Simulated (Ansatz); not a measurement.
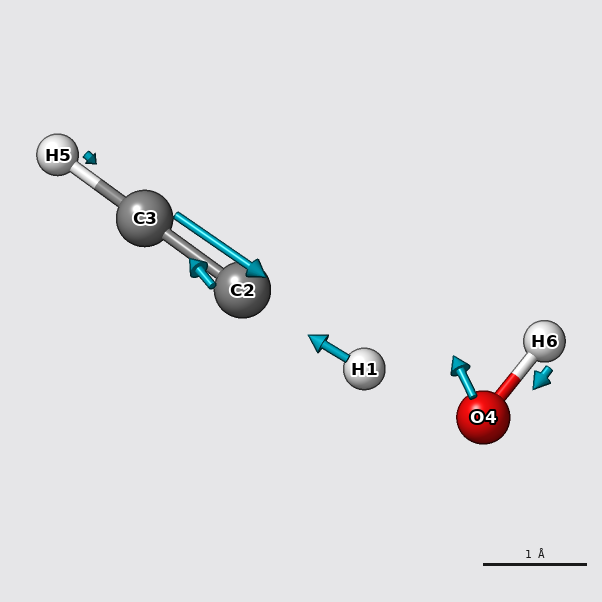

Arrows show the forces on the atoms, 0.3 Å of arrow for 1 eV/Å; forces under a tenth of the largest aren't drawn. The species is neutral and a spin doublet. Level of theory: ωB97M-V/def2-TZVPP (Ansatz 0.2.0).

On which atom is the force largest, and how large is it?

Answer. On C3: 3.85 eV/Å.

Along which bond is the force strongest?

Answer. C2–C3, now 1.245 Å: the forces pull its atoms together, so a first step downhill shortens it.

List the force components in the frame of the picture (x right, y up, z towards the viewer), in eV/Å.

```json
{"atom": "H1", "Fx": "−1.33", "Fy": "0.80", "Fz": "−0.23"}
{"atom": "C2", "Fx": "−0.78", "Fy": "0.93", "Fz": "−0.78"}
{"atom": "C3", "Fx": "2.96", "Fy": "−2.04", "Fz": "1.38"}
{"atom": "O4", "Fx": "−0.67", "Fy": "1.39", "Fz": "−0.67"}
{"atom": "H5", "Fx": "0.37", "Fy": "−0.36", "Fz": "0.03"}
{"atom": "H6", "Fx": "−0.55", "Fy": "−0.72", "Fz": "0.27"}
```
